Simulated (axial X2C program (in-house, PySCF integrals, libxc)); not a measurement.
# Linear SiCO⁺ at several levels

Aim: the two bond lengths and stretching wavenumbers of linear SiCO⁺, with and without spin–orbit coupling, at PBE0, B3LYP.

The runs use an in-house X2C program for linear molecules on PySCF integrals; all-electron X2C, two-component (2c) or spin-free, Si dyall-v3z, C dyall-v3z, O dyall-av3z.

All values are calculated.

2 further runs of the same task are left out: 2 set aside as unsound or not needed.

### 1 Set-up

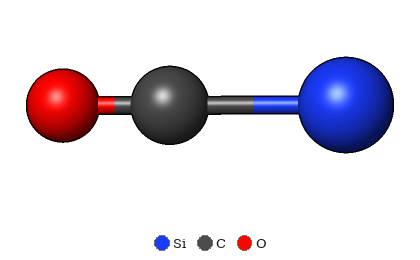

The atoms on one line, bonds 1.860 and 1.130 Å (silicon blue, carbon dark grey, oxygen red).

File task.json:

```json
{"zs": [14, 6, 8], "q": 1, "bas": ["dyall-v3z", "dyall-v3z", "dyall-av3z"], "r0": [1.86, 1.13], "symm": 0, "scan": ["PBE0", "HF", "B3LYP"], "levels": ["PBE0", "HF", "BHandHLYP"], "nst": 2}
```

Keys: zs atomic numbers; q charge; bas basis sets; r0 starting distance in Å; symm equal bonds; scan levels of the two-bond scan; levels methods; nst determinants followed.

Launch:

```console
$ python solin.py task.json out
```

Masses Si 27.977, C 12.000, O 15.995 u.

### 2 Scan at PBE0, 2c

State: Ω = 1/2 (beyond evenly filled blocks: ω = 1/2). Energies above the lowest point, from the job's result record:

```csv
r(Si–C) (Å),r(C–O) (Å),E (meV)
1.9510,1.0930,64.17
1.9510,1.1210,10.23
1.9510,1.1490,54.77
2.0010,1.0930,48.25
2.0010,1.1210,0.00
2.0010,1.1490,50.32
2.0010,1.1771,181.76
2.0510,1.0930,50.43
2.0510,1.1210,7.31
2.0510,1.1490,62.90
2.1010,1.1210,27.22
2.1010,1.1771,229.15
```

A quadratic surface with cubic terms in each bond gives the minimum at 2.003 and 1.120 Å, force constants 1.1, 20.3 and coupling 0.60 mdyn/Å.

### 3 Scan at B3LYP, 2c

State: Ω = 1/2 (beyond evenly filled blocks: ω = 1/2). Energies above the lowest point, from the job's result record:

```csv
r(Si–C) (Å),r(C–O) (Å),E (meV)
1.9510,1.0930,78.98
1.9510,1.1210,16.06
1.9510,1.1490,50.26
2.0010,1.0930,57.10
2.0010,1.1210,0.00
2.0010,1.1490,40.06
2.0010,1.1771,159.88
2.0510,1.0930,52.88
2.0510,1.1210,1.07
2.0510,1.1490,46.51
2.1010,1.1210,14.42
2.1010,1.1771,194.95
```

A quadratic surface with cubic terms in each bond gives the minimum at 2.021 and 1.122 Å, force constants 0.961, 19.7 and coupling 0.61 mdyn/Å.

### 4 Scan at PBE0, spin-free

State: M_S = 1/2, Λ = 1 (beyond evenly filled blocks: π+α). Energies above the lowest point, from the job's result record:

```csv
r(Si–C) (Å),r(C–O) (Å),E (meV)
1.9510,1.0930,63.90
1.9510,1.1210,10.02
1.9510,1.1490,54.61
2.0010,1.0930,48.18
2.0010,1.1210,0.00
2.0010,1.1490,50.38
2.0010,1.1771,181.86
2.0510,1.0930,50.56
2.0510,1.1210,7.52
2.0510,1.1490,63.17
2.1010,1.1210,27.64
2.1010,1.1771,229.68
```

A quadratic surface with cubic terms in each bond gives the minimum at 2.003 and 1.120 Å, force constants 1.1, 20.3 and coupling 0.60 mdyn/Å.

### 5 Comparison

| level | r(Si–C) (Å) | r(C–O) (Å) | lower stretch (cm⁻¹) | upper stretch (cm⁻¹) |
| --- | --- | --- | --- | --- |
| PBE0, 2c | 2.003 | 1.120 | 365.3 | 2221.7 |
| B3LYP, 2c | 2.021 | 1.122 | 341.3 | 2186.1 |
| PBE0, spin-free | 2.003 | 1.120 | 366.0 | 2221.5 |
| B3LYP, spin-free | 2.020 | 1.122 | 342.1 | 2185.9 |

Scans not shown above were run alike.

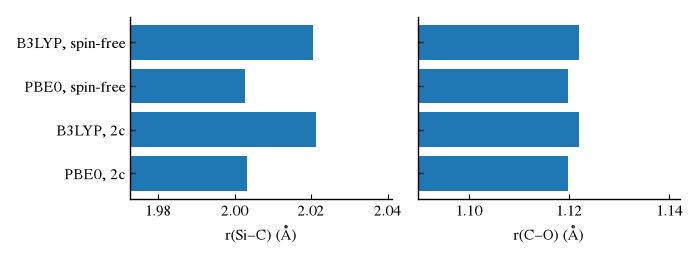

The two bond lengths by level.

What this shows: Over the levels the Si–C bond spans 2.003 to 2.021 Å and the C–O bond 1.120 to 1.122 Å. At PBE0 spin–orbit coupling leaves both bonds unchanged to 0.001 Å. Each state is one determinant, the lowest of a limited PBE0 search; the stretches come from a fit to few points and are good to some per cent at best. The molecule was held linear; bending was not examined, so a bent shape may lie lower. Note: functional without a current term on a determinant with orbital currents, of the molecule or an atom.
